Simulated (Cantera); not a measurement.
Feed: 1 mol TEOS, 0.16 mol CO₂, 20 mol N₂, held at 3.10 mbar.

Cantera equilibrium calculation (NASA polynomials, part measured and part estimated; ideal gas, pure solids and liquids). Candidate condensed phases: C, C₆H₆, C₇H₈, C₈H₁₈, H₂O, Si, SiC, SiO₂, Si₂N₂O, Si₃N₄; 151 gas species. The feed counts by its element totals alone. N₂ is the only nitrogen source here; it is nearly inert below about 1500 K, so the nitride shown seldom forms there in practice. Equilibrium is a limit: real reactors are often held back by kinetics, nucleation or transport.

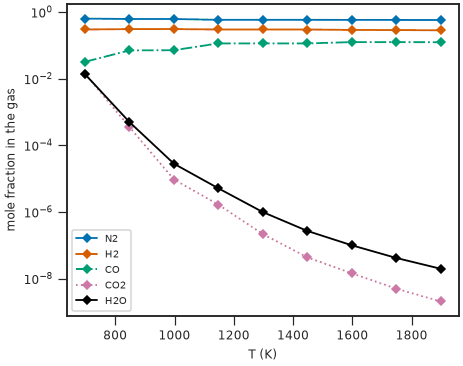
*Equilibrium gas composition (values under 1e-9 drawn at 1e-9)*

At 698 K the condensed part is C(graphite) + SiO₂(α-quartz). From 848 K to 998 K the condensed part is C(graphite) + SiO₂(β-quartz). From 1148 K to 1448 K the condensed part is C(graphite) + Si₂N₂O(s). From 1598 K to 1898 K the condensed part is C(graphite) + SiC(s).
